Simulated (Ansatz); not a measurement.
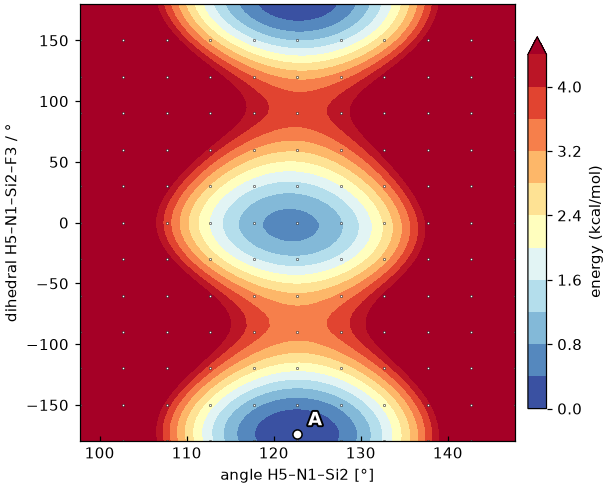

BrFH₂NSi, SMILES N[Si](F)Br, spin multiplicity 2. First axis: angle H5–N1–Si2. Second axis: dihedral H5–N1–Si2–F3. Nothing is relaxed (all other coordinates rigid). The scan uses an 11 × 12 grid. All energies are given in kcal/mol relative to the relaxed molecule at the same level. Level of theory: UKS r2SCAN0-D4/def2-SVP (Ansatz).

In the figure: filled contours, dots at the grid points, one colour for all values above the top of the scale, the well A. Between grid points the surface is interpolated.

Q: Where is the minimum, and how stiff is the well along each coordinate? Take the well at A.

A: The interpolated minimum is at angle H5–N1–Si2 ≈ 122.7°, dihedral H5–N1–Si2–F3 ≈ −174°. The curvatures there are about 4.7 eV/rad² and 0.28 eV/rad², with a cross term of about 0.02 eV/rad². Round the minimum the two coordinates are nearly uncoupled. (1 eV is 23.1 kcal/mol.)
